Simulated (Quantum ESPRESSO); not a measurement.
**MnO2 (Pyrolusite): orders under volume**

Aim: follow moments and order energies of MnO2 (Pyrolusite) with volume.

Method: PBE with U = 4 eV on Mn d (ortho-atomic projectors); plane waves with GBRV 1.5 PBE potentials, no spin-orbit coupling, in Quantum ESPRESSO 7.5.

## (1) The structure

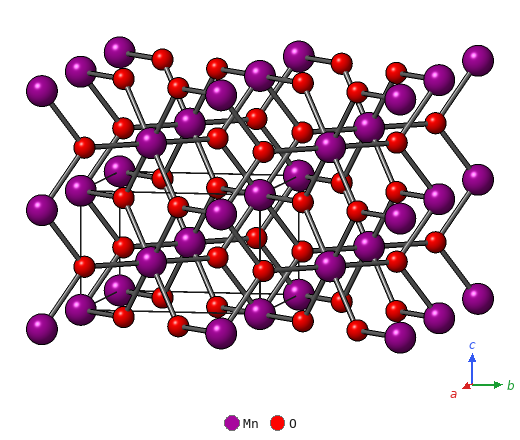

The starting structure, seen slightly off an axis (manganese purple, oxygen red). 2×2×2 cells are drawn. Some periodic images of atoms are drawn too.

The cell comes from the Crystallography Open Database.

## (2) Volume 0.92, ferro ++

All lengths scale alike; the factor is that of the volume. Atoms keep their fractional places. Seeded atoms are those given a starting moment.

pw.in reads:

```
&CONTROL
  calculation = 'scf'
  prefix = 'pwscf'
  outdir = './tmp'
  pseudo_dir = './pseudo'
  disk_io = 'nowf'
  tprnfor = .true.
  tstress = .true.
/
&SYSTEM
  ibrav = 0
  celldm(1) = 8
  nat = 6
  ntyp = 2
  ecutwfc = 40
  ecutrho = 280
  nbnd = 42
  occupations = 'smearing'
  smearing = 'fd'
  degauss = 0.00367493
  nspin = 2
  starting_magnetization(1) = 0.3
  starting_magnetization(2) = 0
/
&ELECTRONS
  conv_thr = 1.2d-08
  electron_maxstep = 150
  mixing_beta = 0.3
/
ATOMIC_SPECIES
Mn     54.9380 mn_pbe_v1.5.uspp.F.UPF
O      15.9990 o_pbe_v1.2.uspp.F.UPF
CELL_PARAMETERS alat
   1.0104690230000    0.0000000000000    0.0000000000000
   0.0000000000000    1.0104690230000    0.0000000000000
   0.0000000000000    0.0000000000000    0.6600453591345
ATOMIC_POSITIONS crystal
Mn      0.0000000000    0.0000000000    0.0000000000
Mn      0.5000000000    0.5000000000    0.5000000000
O       0.3051500000    0.3051500000    0.0000000000
O       0.1948500000    0.8051500000    0.5000000000
O       0.6948500000    0.6948500000    0.0000000000
O       0.8051500000    0.1948500000    0.5000000000
K_POINTS automatic
8 8 8 0 0 0
HUBBARD {ortho-atomic}
U Mn-3d 4.0000
```

Command:

```console
> OMP_NUM_THREADS=1 mpirun -n 2 pw.x -nk 2 -in pw.in > pw.out
```

The program printed:

```text
Program PWSCF v.7.5 starts

     Message from routine setup:
     using ibrav=0 with symmetry is DISCOURAGED, use correct ibrav instead

     K-points division:     npool     =       2
     Subspace diagonalization in iterative solution of the eigenvalue problem:

     bravais-lattice index     =            0
     lattice parameter (alat)  =       8.0000  a.u.
     unit-cell volume          =     345.0561 (a.u.)^3
     number of atoms/cell      =            6
     number of atomic types    =            2
     number of electrons       =        54.00
     number of Kohn-Sham states=           42
     kinetic-energy cutoff     =      40.0000  Ry
     charge density cutoff     =     280.0000  Ry
     scf convergence threshold =      1.2E-08
     mixing beta               =       0.3000
     number of iterations used =            8  plain     mixing
     Exchange-correlation= SLA  PW   PBE  PBE
                           (   1   4   3   4   0   0   0)
     Hubbard projectors: ortho-atomic
     Hubbard parameters of DFT+U (Dudarev formulation) in eV:
     U(Mn-3d) =  4.0000

     Internal variables: lda_plus_u =T, lda_plus_u_kind = 0

     Internal variables: orbital_resolved =F, hub_pot_fix =F, apply_U = F

     celldm(1)=   8.000000  celldm(2)=   0.000000  celldm(3)=   0.000000
     celldm(4)=   0.000000  celldm(5)=   0.000000  celldm(6)=   0.000000

     crystal axes: (cart. coord. in units of alat)
               a(1) = (   1.010469   0.000000   0.000000 )
               a(2) = (   0.000000   1.010469   0.000000 )
               a(3) = (   0.000000   0.000000   0.660045 )

     reciprocal axes: (cart. coord. in units 2 pi/alat)
               b(1) = (  0.989639  0.000000  0.000000 )
               b(2) = (  0.000000  0.989639  0.000000 )
               b(3) = (  0.000000  0.000000  1.515047 )

     PseudoPot. # 1 for Mn read from file:
     mn_pbe_v1.5.uspp.F.UPF
     Pseudo is Ultrasoft + core correction, Zval = 15.0

     PseudoPot. # 2 for O  read from file:
     o_pbe_v1.2.uspp.F.UPF
     Pseudo is Ultrasoft + core correction, Zval =  6.0

     atomic species   valence    mass     pseudopotential
     Mn               15.00    54.93800     Mn( 1.00)
     O                 6.00    15.99900     O ( 1.00)

     Starting magnetic structure
     atomic species   magnetization
     Mn              0.300
     O               0.000

     16 Sym. Ops., with inversion, found ( 8 have fractional translation)

   Cartesian axes

     site n.     atom                  positions (alat units)
         1        Mn     tau(   1) = (   0.0000000   0.0000000   0.0000000  )
         2        Mn     tau(   2) = (   0.5052345   0.5052345   0.3300227  )
         3        O      tau(   3) = (   0.3083446   0.3083446   0.0000000  )
         4        O      tau(   4) = (   0.1968899   0.8135791   0.3300227  )
         5        O      tau(   5) = (   0.7021244   0.7021244   0.0000000  )
         6        O      tau(   6) = (   0.8135791   0.1968899   0.3300227  )

     number of k points=    75  Fermi-Dirac smearing, width (Ry)=  0.0037
                       cart. coord. in units 2pi/alat
        k(    1) = (   0.0000000   0.0000000   0.0000000), wk =   0.0019531
        k(    2) = (   0.0000000   0.0000000   0.1893809), wk =   0.0039062
        k(    3) = (   0.0000000   0.0000000   0.3787618), wk =   0.0039062
        k(    4) = (   0.0000000   0.0000000   0.5681428), wk =   0.0039062
        k(    5) = (   0.0000000   0.0000000  -0.7575237), wk =   0.0019531
        [... 70 further k-points ...]

     Dense  grid:    27365 G-vectors     FFT dimensions: (  48,  48,  30)

     Smooth grid:    11833 G-vectors     FFT dimensions: (  36,  36,  24)

     Check: negative core charge=   -0.000048
     Generating pointlists ...
     new r_m :   0.1781 (alat units)  1.4249 (a.u.) for type    1
     new r_m :   0.1781 (alat units)  1.4249 (a.u.) for type    2

     Initial potential from superposition of free atoms

     starting charge      52.9998, renormalised to      54.0000

     STARTING HUBBARD OCCUPATIONS:

     =================== HUBBARD OCCUPATIONS ===================
     ------------------------ ATOM    1 ------------------------
     Tr[ns(  1)] (up, down, total) =   5.00000  0.00000  5.00000
     Atomic magnetic moment for atom   1 =   5.00000
     [... lines left out ...]
     ------------------------ ATOM    2 ------------------------
     Tr[ns(  2)] (up, down, total) =   5.00000  0.00000  5.00000
     Atomic magnetic moment for atom   2 =   5.00000
     [... lines left out ...]
     Number of occupied Hubbard levels =   10.0000

     Atomic wfc used for Hubbard projectors are orthogonalized

     Starting wfcs are   42 randomized atomic wfcs

     Self-consistent Calculation

     iteration #  1     ecut=    40.00 Ry     beta= 0.30
     Davidson diagonalization with overlap
     ethr =  1.00E-02,  avg # of iterations =  5.2

     =================== HUBBARD OCCUPATIONS ===================
     ------------------------ ATOM    1 ------------------------
     Tr[ns(  1)] (up, down, total) =   3.59525  0.39476  3.99001
     Atomic magnetic moment for atom   1 =   3.20050
     [... lines left out ...]
     ------------------------ ATOM    2 ------------------------
     Tr[ns(  2)] (up, down, total) =   3.59525  0.39476  3.99001
     Atomic magnetic moment for atom   2 =   3.20050
     [... lines left out ...]
     Number of occupied Hubbard levels =    7.9800

     total energy              =    -550.43454665 Ry
     estimated scf accuracy    <       4.24852645 Ry

     total magnetization       =     6.00 Bohr mag/cell
     absolute magnetization    =     6.78 Bohr mag/cell

     iteration #  2     ecut=    40.00 Ry     beta= 0.30
     Davidson diagonalization with overlap
     ethr =  7.87E-03,  avg # of iterations =  1.5

     total energy              =    -551.21242893 Ry
     estimated scf accuracy    <       0.33520776 Ry

     total magnetization       =     6.08 Bohr mag/cell
     absolute magnetization    =     6.99 Bohr mag/cell

     [... further iterations left out ...]

     iteration # 12     ecut=    40.00 Ry     beta= 0.30
     Davidson diagonalization with overlap
     ethr =  1.14E-09,  avg # of iterations =  1.1

     negative rho (up, down):  0.000E+00 3.119E-04

     total energy              =    -551.31538094 Ry
     estimated scf accuracy    <       0.00000034 Ry

     total magnetization       =     6.00 Bohr mag/cell
     absolute magnetization    =     6.53 Bohr mag/cell

     iteration # 13     ecut=    40.00 Ry     beta= 0.30
     Davidson diagonalization with overlap
     ethr =  6.32E-10,  avg # of iterations =  1.5

     negative rho (up, down):  0.000E+00 3.115E-04

     Magnetic moment per site  (integrated on atomic sphere of radius R)
     atom   1 (R=0.178)  charge= 11.4901  magn=  2.5493
     atom   2 (R=0.178)  charge= 11.4901  magn=  2.5493
     atom   3 (R=0.178)  charge=  5.1651  magn= -0.0049
     atom   4 (R=0.178)  charge=  5.1651  magn= -0.0049
     atom   5 (R=0.178)  charge=  5.1651  magn= -0.0049
     atom   6 (R=0.178)  charge=  5.1651  magn= -0.0049

     End of self-consistent calculation

     =================== HUBBARD OCCUPATIONS ===================
     ------------------------ ATOM    1 ------------------------
     Tr[ns(  1)] (up, down, total) =   3.99235  1.03200  5.02436
     Atomic magnetic moment for atom   1 =   2.96035
     [... lines left out ...]
     ------------------------ ATOM    2 ------------------------
     Tr[ns(  2)] (up, down, total) =   3.99235  1.03200  5.02436
     Atomic magnetic moment for atom   2 =   2.96035
     [... lines left out ...]
     Number of occupied Hubbard levels =   10.0487

     Number of k-points >= 100: set verbosity='high' to print the bands.

     the Fermi energy is    12.1375 ev

!    total energy              =    -551.31538135 Ry
     estimated scf accuracy    <          4.7E-09 Ry
     smearing contrib. (-TS)   =      -0.00003336 Ry
     internal energy E=F+TS    =    -551.31534800 Ry

     The total energy is F=E-TS. E is the sum of the following terms:
     one-electron contribution =    -246.38679846 Ry
     hartree contribution      =     153.50940115 Ry
     xc contribution           =     -82.63382663 Ry
     ewald contribution        =    -376.18469659 Ry
     Hubbard energy            =       0.38057253 Ry

     total magnetization       =     6.00 Bohr mag/cell
     absolute magnetization    =     6.53 Bohr mag/cell

     convergence has been achieved in  13 iterations

     negative rho (up, down):  0.000E+00 3.115E-04

     Forces acting on atoms (cartesian axes, Ry/au):

     atom    1 type  1   force =     0.00000000    0.00000000    0.00000000
     atom    2 type  1   force =     0.00000000    0.00000000   -0.00000000
     atom    3 type  2   force =    -0.01370009   -0.01370009   -0.00000000
     atom    4 type  2   force =     0.01370009   -0.01370009    0.00000000
     atom    5 type  2   force =     0.01370009    0.01370009   -0.00000000
     atom    6 type  2   force =    -0.01370009    0.01370009    0.00000000

     Total force =     0.038750     Total SCF correction =     0.000040

     Computing stress (Cartesian axis) and pressure

     negative rho (up, down):  0.000E+00 3.115E-04
          total   stress  (Ry/bohr**3)                   (kbar)     P=      384.32
   0.00237066   0.00000000   0.00000000          348.74        0.00        0.00
   0.00000000   0.00237066   0.00000000            0.00      348.74        0.00
   0.00000000   0.00000000   0.00309629            0.00        0.00      455.48

=------------------------------------------------------------------------------=
   JOB DONE.
=------------------------------------------------------------------------------=
```

Elapsed: 79 s, on 2 MPI ranks of Intel Xeon 6975P-C (Granite Rapids), shared host; peak memory 0.42 GiB.

Spin moment in the atom's sphere by atom:

```
atom  spin moment in the atom's sphere (μB)
 Mn1                                   2.55
 Mn2                                   2.55
  O3                                   0.00
  O4                                   0.00
  O5                                   0.00
  O6                                   0.00
```

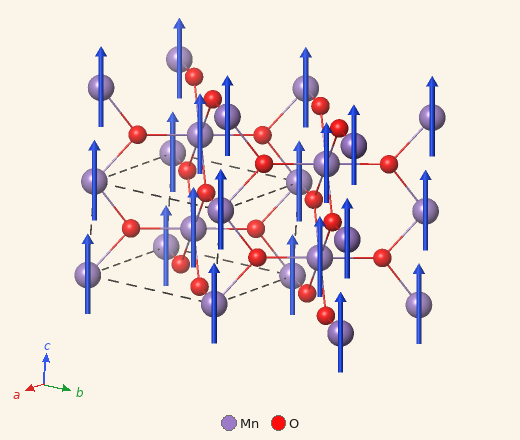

Spin moment in the atom's sphere as arrows, the longest 2.55 μB. Up and down stand for the sign. Arrows give size and sign along the axis of quantisation, drawn up and down the page. 1×2×2 cells are drawn. Some periodic images of atoms are drawn too.

Read from the output:

* smearing term TS: 4.54e-4 eV
* pressure: 38.43 GPa
* magnetization: 6.002 μB
* absolute magnetization: 6.526 μB
* final state: ferromagnetic

## (3) Volume 0.92, antiferro +-

Edit pw.in of step 2 so:

```diff
@@ -13,6 +13,6 @@
   nat = 6
-  ntyp = 2
+  ntyp = 3
   ecutwfc = 40
   ecutrho = 280
-  nbnd = 42
+  nbnd = 37
   occupations = 'smearing'
@@ -22,3 +22,4 @@
   starting_magnetization(1) = 0.3
-  starting_magnetization(2) = 0
+  starting_magnetization(2) = -0.3
+  starting_magnetization(3) = 0
 /
@@ -30,3 +31,4 @@
 ATOMIC_SPECIES
-Mn     54.9380 mn_pbe_v1.5.uspp.F.UPF
+Mn1    54.9380 mn_pbe_v1.5.uspp.F.UPF
+Mn2    54.9380 mn_pbe_v1.5.uspp.F.UPF
 O      15.9990 o_pbe_v1.2.uspp.F.UPF
@@ -37,4 +39,4 @@
 ATOMIC_POSITIONS crystal
-Mn      0.0000000000    0.0000000000    0.0000000000
-Mn      0.5000000000    0.5000000000    0.5000000000
+Mn1     0.0000000000    0.0000000000    0.0000000000
+Mn2     0.5000000000    0.5000000000    0.5000000000
 O       0.3051500000    0.3051500000    0.0000000000
@@ -46,2 +48,3 @@
 HUBBARD {ortho-atomic}
-U Mn-3d 4.0000
+U Mn1-3d 4.0000
+U Mn2-3d 4.0000
```

The program printed:

```text
     [... lines left out ...]
Program PWSCF v.7.5 starts
     [... lines left out ...]
     number of atoms/cell      =            6
     [... lines left out ...]
     number of electrons       =        54.00
     number of Kohn-Sham states=           37
     kinetic-energy cutoff     =      40.0000  Ry
     charge density cutoff     =     280.0000  Ry
     scf convergence threshold =      1.2E-08
     [... lines left out ...]
      8 Sym. Ops., with inversion, found
     [... lines left out ...]
     number of k points=   105  Fermi-Dirac smearing, width (Ry)=  0.0037
     [... lines left out ...]
     iteration # 13     ecut=    40.00 Ry     beta= 0.30
     [... lines left out ...]
     Magnetic moment per site  (integrated on atomic sphere of radius R)
     atom   1 (R=0.178)  charge= 11.4913  magn=  2.4641
     atom   2 (R=0.178)  charge= 11.4916  magn= -2.4643
     atom   3 (R=0.178)  charge=  5.1620  magn= -0.0224
     atom   4 (R=0.178)  charge=  5.1622  magn=  0.0223
     atom   5 (R=0.178)  charge=  5.1620  magn= -0.0224
     atom   6 (R=0.178)  charge=  5.1622  magn=  0.0223
     [... lines left out ...]
     Tr[ns(  1)] (up, down, total) =   3.95005  1.09525  5.04530
     [... lines left out ...]
     Tr[ns(  2)] (up, down, total) =   1.09523  3.95006  5.04530
     [... lines left out ...]
     the Fermi energy is    12.3325 ev
!    total energy              =    -551.32194948 Ry
     estimated scf accuracy    <          6.4E-09 Ry
     smearing contrib. (-TS)   =      -0.00000179 Ry
     [... lines left out ...]
     total magnetization       =     0.00 Bohr mag/cell
     absolute magnetization    =     6.15 Bohr mag/cell
     convergence has been achieved in  13 iterations
     [... lines left out ...]
     Total force =     0.041979     Total SCF correction =     0.000130
     [... lines left out ...]
          total   stress  (Ry/bohr**3)                   (kbar)     P=      362.29
     [... lines left out ...]
```

The job ended after 1.7 min (2 MPI ranks; peak memory 0.5 GiB; 3.4 min of CPU time).

Spin moment in the atom's sphere by atom:

```
atom  spin moment in the atom's sphere (μB)
 Mn1                                   2.46
 Mn2                                  -2.46
  O3                                  -0.02
  O4                                   0.02
  O5                                  -0.02
  O6                                   0.02
```

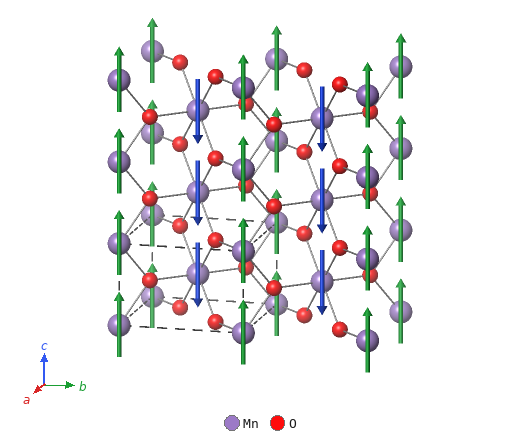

Spin moment in the atom's sphere as arrows, the longest 2.46 μB. Up and down stand for the sign. Arrows give size and sign along the axis of quantisation, drawn up and down the page. The two directions have two colours. 1×2×3 cells are drawn. Some periodic images of atoms are drawn too.

This step gave:

```
smearing term TS       : 2.43e-5 eV
pressure               : 36.23 GPa
magnetization          : 0 μB
absolute magnetization : 6.146 μB
final state            : antiferromagnetic
```

## (4) Volume 0.92, no spin polarisation

Edit pw.in of step 3 so:

```diff
@@ -13,3 +13,3 @@
   nat = 6
-  ntyp = 3
+  ntyp = 2
   ecutwfc = 40
@@ -20,6 +20,2 @@
   degauss = 0.00367493
-  nspin = 2
-  starting_magnetization(1) = 0.3
-  starting_magnetization(2) = -0.3
-  starting_magnetization(3) = 0
 /
@@ -31,4 +27,3 @@
 ATOMIC_SPECIES
-Mn1    54.9380 mn_pbe_v1.5.uspp.F.UPF
-Mn2    54.9380 mn_pbe_v1.5.uspp.F.UPF
+Mn     54.9380 mn_pbe_v1.5.uspp.F.UPF
 O      15.9990 o_pbe_v1.2.uspp.F.UPF
@@ -39,4 +34,4 @@
 ATOMIC_POSITIONS crystal
-Mn1     0.0000000000    0.0000000000    0.0000000000
-Mn2     0.5000000000    0.5000000000    0.5000000000
+Mn      0.0000000000    0.0000000000    0.0000000000
+Mn      0.5000000000    0.5000000000    0.5000000000
 O       0.3051500000    0.3051500000    0.0000000000
@@ -48,3 +43,2 @@
 HUBBARD {ortho-atomic}
-U Mn1-3d 4.0000
-U Mn2-3d 4.0000
+U Mn-3d 4.0000
```

The program printed:

```text
     [... lines left out ...]
Program PWSCF v.7.5 starts
     [... lines left out ...]
     number of atoms/cell      =            6
     [... lines left out ...]
     number of electrons       =        54.00
     number of Kohn-Sham states=           37
     kinetic-energy cutoff     =      40.0000  Ry
     charge density cutoff     =     280.0000  Ry
     scf convergence threshold =      1.2E-08
     [... lines left out ...]
     16 Sym. Ops., with inversion, found ( 8 have fractional translation)
     [... lines left out ...]
     number of k points=    75  Fermi-Dirac smearing, width (Ry)=  0.0037
     [... lines left out ...]
     iteration # 28     ecut=    40.00 Ry     beta= 0.30
     [... lines left out ...]
     Tr[ns(  1)] =   5.32025
     [... lines left out ...]
     Tr[ns(  2)] =   5.32025
     [... lines left out ...]
     the Fermi energy is    12.0368 ev
!    total energy              =    -551.00312194 Ry
     estimated scf accuracy    <          3.5E-09 Ry
     smearing contrib. (-TS)   =      -0.00239173 Ry
     [... lines left out ...]
     convergence has been achieved in  28 iterations
     [... lines left out ...]
     Total force =     0.100871     Total SCF correction =     0.000033
     [... lines left out ...]
          total   stress  (Ry/bohr**3)                   (kbar)     P=      228.26
     [... lines left out ...]
```

Wall time 68 s (2 MPI ranks); peak memory 0.3 GiB.

Read from the output:

```
smearing term TS : 0.03254 eV
pressure         : 22.83 GPa
final state      : non-magnetic (no spin polarisation)
```

[end of part 1 of 2]

[Logs and program files are shortened in this print: banners, set-up blocks, solver, clock and traceback lines can be left out without a mark of their own.]

[Logs are printed without paths, hosts, clocks, repeated set-up lines and the standing remarks that a program may print on its own settings, such as how far it seeks lower states.]

[Hosts, paths, dates, database ids (printed as entryN), source tags and the programs' standing remarks are cut or masked in the printed files.]

[Where a cell is said to come from a database of computed structures, the database is the Materials Project.]
